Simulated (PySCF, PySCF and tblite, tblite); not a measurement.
# C2H7ClO2Si2: conformers and averaged spectra, part 2 of 2

PySCF and tblite. Atoms count from 0. The steps go on from the part before.

### 4 Shieldings, conformer 2: CAM-B3LYP/pcSseg-1 in cyclohexane

What the job is given:

```
{"job": {"xc": "CAM-B3LYP", "basis": "pcSseg-1", "solvent": "cyclohexane", "kind": "nmr", "pop": false}, "charge": 0, "multiplicity": 1}
C      2.632185    -0.469844     0.666212
O      1.427251     0.284144     0.579430
C      0.700618     0.148292    -0.532830
O      1.013678    -0.567435    -1.452963
Si    -0.914860     1.170141    -0.423205
Si    -2.673809    -0.323945    -0.169416
Cl    -2.558953    -1.259152     1.624281
H      2.409226    -1.538172     0.633508
H      3.094594    -0.203314     1.612812
H      3.289758    -0.221845    -0.169112
H     -0.698624     2.131018     0.661694
H     -1.025694     1.900231    -1.689110
H     -3.980500     0.338607    -0.191008
H     -2.715547    -1.389199    -1.172462
```

Standard output:

```text
coarse grid: 13560 points
cycle   1  E = -1269.7473535914  dE =  8.568e-01  |g| = 9.318e-01  |ddm| = 3.308e+00
cycle   2  E = -1269.5809248078  dE =  1.664e-01  |g| = 1.382e+00  |ddm| = 1.386e+00
cycle   3  E = -1269.9130520562  dE = -3.321e-01  |g| = 1.743e-01  |ddm| = 8.454e-01
cycle   4  E = -1269.9177558692  dE = -4.704e-03  |g| = 7.863e-02  |ddm| = 1.462e-01
cycle   5  E = -1269.9187632346  dE = -1.007e-03  |g| = 1.502e-02  |ddm| = 4.768e-02
cycle   6  E = -1269.9188134166  dE = -5.018e-05  |g| = 4.267e-03  |ddm| = 1.677e-02
cycle   7  E = -1269.9188180237  dE = -4.607e-06  |g| = 8.354e-04  |ddm| = 5.472e-03
final grid: 118040 points
cycle   8  E = -1269.9806166139  dE = -1.703e-05  |g| = 3.795e-03  |ddm| = 9.641e-03
cycle   9  E = -1269.9806161271  dE =  4.868e-07  |g| = 4.304e-03  |ddm| = 4.274e-03
cycle  10  E = -1269.9806192890  dE = -3.162e-06  |g| = 5.164e-04  |ddm| = 2.247e-03
cycle  11  E = -1269.9806193323  dE = -4.333e-08  |g| = 1.766e-04  |ddm| = 3.573e-04
cycle  12  E = -1269.9806193370  dE = -4.654e-09  |g| = 8.397e-05  |ddm| = 1.505e-04
cycle  13  E = -1269.9806193383  dE = -1.333e-09  |g| = 2.256e-05  |ddm| = 6.047e-05
cycle  14  E = -1269.9806193384  dE = -1.160e-10  |g| = 5.157e-06  |ddm| = 2.344e-05
converged SCF energy = -1269.9806193384

GIAO shielding tensors (ppm)
atom      isotropic    diamagn.    paramagn.     s11        s22        s33       span
  0 C      131.131     242.684    -111.553     98.313    118.134    176.944     78.630
  1 O      106.350     402.848    -296.498   -107.120    202.870    223.301    330.422
  2 C       -9.428     255.956    -265.384   -112.167     13.564     70.320    182.486
  3 O     -180.737     405.083    -585.819   -571.350   -269.101    298.240    869.590
  4 Si     422.589     880.807    -458.219    401.018    415.608    451.139     50.121
  5 Si     371.051     877.360    -506.309    316.105    356.606    440.443    124.338
  6 Cl    1061.866    1149.613     -87.748   1000.208   1087.677   1097.713     97.505
  7 H       27.745      29.598      -1.852     23.814     26.114     33.307      9.493
  8 H       27.809      28.105      -0.296     24.119     26.337     32.971      8.852
  9 H       27.628      28.110      -0.483     23.883     25.435     33.565      9.682
 10 H       27.533      29.454      -1.921     24.282     26.359     31.957      7.676
 11 H       27.856      28.874      -1.018     24.847     25.784     32.936      8.089
 12 H       26.550      26.988      -0.438     22.325     25.211     32.114      9.788
 13 H       26.415      28.355      -1.940     22.676     24.784     31.785      9.109
```

It took 31 s on 1 thread of Arm Neoverse V1, shared host; peak memory 0.99 GiB.

This run: HOMO -9.21 eV, LUMO 0.27 eV; dipole 1.63 D.

### 5 Shieldings, conformer 3: CAM-B3LYP/pcSseg-1 in cyclohexane

What the job is given:

```
{"job": {"xc": "CAM-B3LYP", "basis": "pcSseg-1", "solvent": "cyclohexane", "kind": "nmr", "pop": false}, "charge": 0, "multiplicity": 1}
C      2.262006     0.982948    -0.111570
O      1.102127     0.157949    -0.055865
C      0.655973    -0.236005     1.145418
O      1.178626     0.057890     2.188956
Si    -0.917709    -1.295346     0.862580
Si    -2.273052    -0.127720    -0.613663
Cl    -2.172789     1.866424    -0.274496
H      2.811999     0.706427    -1.008720
H      2.870104     0.825078     0.780935
H      1.958393     2.029969    -0.164129
H     -0.445082    -2.554507     0.275693
H     -1.460570    -1.594181     2.189885
H     -1.914036    -0.310588    -2.021715
H     -3.688224    -0.486267    -0.491657
```

Standard output:

```text
coarse grid: 13560 points
cycle   1  E = -1269.7483029423  dE =  8.598e-01  |g| = 9.262e-01  |ddm| = 3.304e+00
cycle   2  E = -1269.5718610616  dE =  1.764e-01  |g| = 1.395e+00  |ddm| = 1.392e+00
cycle   3  E = -1269.9118533318  dE = -3.400e-01  |g| = 1.773e-01  |ddm| = 8.635e-01
cycle   4  E = -1269.9166129972  dE = -4.760e-03  |g| = 7.952e-02  |ddm| = 1.453e-01
cycle   5  E = -1269.9176439740  dE = -1.031e-03  |g| = 1.462e-02  |ddm| = 4.928e-02
cycle   6  E = -1269.9176914273  dE = -4.745e-05  |g| = 4.350e-03  |ddm| = 1.673e-02
cycle   7  E = -1269.9176962990  dE = -4.872e-06  |g| = 8.603e-04  |ddm| = 5.708e-03
final grid: 118040 points
cycle   8  E = -1269.9797650335  dE = -1.707e-05  |g| = 3.746e-03  |ddm| = 1.005e-02
cycle   9  E = -1269.9797644473  dE =  5.862e-07  |g| = 4.308e-03  |ddm| = 4.259e-03
cycle  10  E = -1269.9797676197  dE = -3.172e-06  |g| = 5.637e-04  |ddm| = 2.304e-03
cycle  11  E = -1269.9797676708  dE = -5.111e-08  |g| = 1.888e-04  |ddm| = 3.834e-04
cycle  12  E = -1269.9797676760  dE = -5.248e-09  |g| = 8.710e-05  |ddm| = 1.610e-04
cycle  13  E = -1269.9797676776  dE = -1.525e-09  |g| = 2.028e-05  |ddm| = 6.596e-05
cycle  14  E = -1269.9797676777  dE = -1.171e-10  |g| = 5.562e-06  |ddm| = 2.506e-05
converged SCF energy = -1269.9797676777

GIAO shielding tensors (ppm)
atom      isotropic    diamagn.    paramagn.     s11        s22        s33       span
  0 C      134.552     242.607    -108.054     94.451    128.164    181.042     86.590
  1 O      117.569     404.805    -287.236    -92.627    213.337    231.997    324.625
  2 C       -5.720     254.233    -259.953   -111.588     23.749     70.679    182.268
  3 O     -173.689     403.027    -576.715   -557.158   -255.045    291.137    848.295
  4 Si     420.422     880.288    -459.866    373.579    435.870    451.818     78.239
  5 Si     373.785     877.729    -503.944    317.722    359.160    444.474    126.751
  6 Cl    1064.348    1150.054     -85.706   1010.177   1085.963   1096.903     86.726
  7 H       28.093      28.704      -0.612     23.835     26.419     34.023     10.188
  8 H       26.470      28.799      -2.329     22.397     25.626     31.386      8.989
  9 H       28.199      29.425      -1.226     23.133     27.254     34.210     11.078
 10 H       27.597      29.062      -1.466     24.931     25.665     32.195      7.264
 11 H       27.764      28.583      -0.820     24.220     25.934     33.136      8.916
 12 H       26.490      28.935      -2.444     22.854     24.696     31.921      9.068
 13 H       26.606      27.173      -0.567     22.565     24.992     32.261      9.696
```

Run time: 32 s. Hardware: 1 thread of Arm Neoverse V1, shared host; peak memory 0.99 GiB.

In short: HOMO -9.17 eV, LUMO 0.22 eV; dipole 2.63 D.

### 6 Averages: properties at CAM-B3LYP/pcSseg-1 in cyclohexane

What the job is given:

```
{"job": {"study": "conf", "smiles": "COC(=O)[SiH2][SiH2]Cl", "search": {"seed": 2270, "n_embed": 150, "ff_keep": 22, "window": 3.0, "nmax": 10, "temps": [220, 260, 298.15, 340, 380], "t_ref": 298.15, "order": 0.002}, "level": {"nmr": {"xc": "CAM-B3LYP", "basis": "pcSseg-1", "solvent": "cyclohexane"}}, "kind": "conf"}, "charge": 0, "multiplicity": 1}
C      2.632185    -0.469844     0.666212
O      1.427251     0.284144     0.579430
C      0.700618     0.148292    -0.532830
O      1.013678    -0.567435    -1.452963
Si    -0.914860     1.170141    -0.423205
Si    -2.673809    -0.323945    -0.169416
Cl    -2.558953    -1.259152     1.624281
H      2.409226    -1.538172     0.633508
H      3.094594    -0.203314     1.612812
H      3.289758    -0.221845    -0.169112
H     -0.698624     2.131018     0.661694
H     -1.025694     1.900231    -1.689110
H     -3.980500     0.338607    -0.191008
H     -2.715547    -1.389199    -1.172462
```

Standard output:

```text
conformer  sym    E(xTB)   E(DFT)   G(298.15 K)  weight  dipole/D
    1     C1      0.000    0.284    0.311   0.2607    2.618
    2     C1      0.667    0.000    0.000   0.4404    1.627
    3     C1      0.725    0.215    0.230   0.2988    2.626

mean shielding (ppm) by class
class atoms           220 K      260 K   298.15 K      340 K      380 K
  0 C  0            132.157    132.171    132.181    132.188    132.194
  1 O  1            109.762    109.811    109.843    109.869    109.888
  2 C  2             -8.324     -8.308     -8.299     -8.291     -8.285
  3 O  3           -179.078    -179.07   -179.066   -179.063   -179.061
  4 Si 4            422.477    422.493    422.505    422.515    422.523
  5 Si 5            372.413    372.449    372.475    372.496    372.512
  6 Cl 6           1062.941   1062.966   1062.984   1062.999    1063.01
  7 H  7,8,9         27.704     27.705     27.705     27.705     27.705
  8 H  10,11          27.66     27.658     27.657     27.656     27.656
  9 H  12,13         26.502     26.502     26.502     26.502     26.502
```

Run time: 1.7 min. Hardware: 1 thread of Arm Neoverse V1, shared host. This counts the runs that the step sums up.

The search (ETKDG and KDG, MMFF94s, GFN2-xTB) embedded 150 structures, kept 3 distinct ones after the force field and 3 after xTB; 3 were carried on (window 3.0 kcal/mol at the search's own energies). Energies: CAM-B3LYP/pcSseg-1 in cyclohexane with D3(BJ).

Conformer by conformer (298 K):

```
no.  group  mirror pair  ΔE xTB  ΔE DFT    ΔG  weight (%)  μ (D)  C0–O1–C2–Si4 (°)  O1–C2–Si4–Si5 (°)  C2–Si4–Si5–Cl6 (°)     A, B, C (GHz)
  1     C1          yes    0.00    0.28  0.31        26.1   2.62              -179                120                -178  4.46, 0.53, 0.52
  2     C1          yes    0.67    0.00  0.00        44.0   1.63               177               -108                  67  2.16, 0.78, 0.66
  3     C1          yes    0.72    0.21  0.23        29.9   2.63               179                -48                 -37  1.90, 0.94, 0.75
```

Energies in kcal/mol. ΔG holds xTB vibrations and rotation, symmetry numbers and mirror pairs.

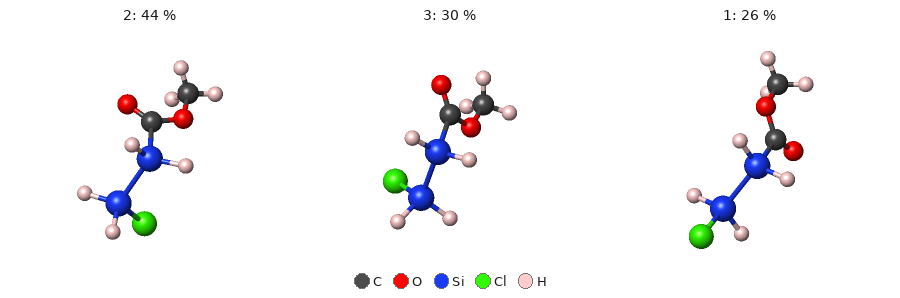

The conformers with their weights.

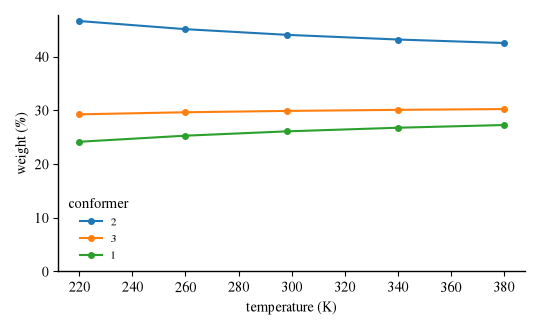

Weights against temperature.

Other ways of weighting, at the same temperature:

```
                                  scheme    2   3   1  mean μ (D)
                         DFT free energy   44  30  26        2.18
            DFT energy, symmetry counted   43  30  27        2.19
                        DFT energy alone   43  30  27        2.19
            xTB energy, symmetry counted   20  18  62        2.42
                         xTB free energy   21  18  61        2.42
                   lowest conformer only  100   0   0        1.63
                           equal weights   33  33  33        2.29
conformers found from three starts alone   60  40   0        2.03
```

Shifts against references run at the same level (¹³C TMS 185.4, ²⁹Si TMS 340.8, ¹H TMS 31.77 ppm of shielding), by class of atoms, at 298 K:

```
     atoms                              environment       no. 2       no. 3       no. 1     average
        C2                          carbonyl carbon       194.9       191.2       194.8       193.7
        C0                methyl carbon bonded to O        54.3        50.9        54.2        53.3
  H12, H13   hydrogen on a silicon bonded to Cl, Si        5.29        5.22        5.29        5.27
  H10, H11    hydrogen on a silicon bonded to C, Si        4.07        4.09        4.20        4.11
H7, H8, H9  hydrogen on a methyl carbon bonded to O        4.04        4.18        3.97        4.06
        O3                    ester carbonyl oxygen  -180.7 (σ)  -173.7 (σ)  -182.4 (σ)  -179.1 (σ)
        O1                      ester alkoxy oxygen   106.3 (σ)   117.6 (σ)   106.9 (σ)   109.8 (σ)
       Si5            silicon bonded to Cl, Si, 2 H       -30.3       -33.0       -32.6       -31.7
       Si4             silicon bonded to C, Si, 2 H       -81.8       -79.6       -84.0       -81.7
       Cl6                    chlorine bonded to Si    1062 (σ)    1064 (σ)    1063 (σ)    1063 (σ)
```

Effective distances for nuclear Overhauser effects, ⟨r⁻⁶⟩^(−1/6) over all pairs of two classes (Å): H10···H12 3.87.

### 7 Summary of results

This closing draws on all 2 parts.

| quantity | value |
| --- | --- |
| conformers | 3; the first in weight is no. 2 (C1), 44 % at 298 K |
| root-mean-square dipole | 2.24 D |
| averaged ¹³C shifts (CAM-B3LYP/pcSseg-1 in cyclohexane) | 193.7, 53.3 ppm |
| averaged ¹H shifts (CAM-B3LYP/pcSseg-1 in cyclohexane) | 5.27, 4.11, 4.06 ppm |
| averaged ²⁹Si shifts (CAM-B3LYP/pcSseg-1 in cyclohexane) | -31.7, -81.7 ppm |

In words: Conformer 2 leads with 44 % at 298 K, and its share goes from 47 % at 220 K to 43 % at 380 K. xTB puts no. 1 lowest, DFT no. 2. Among conformers over 5 %, C2 differs by 3.7 ppm, while the average moves by 0.0 ppm from 220 to 380 K.
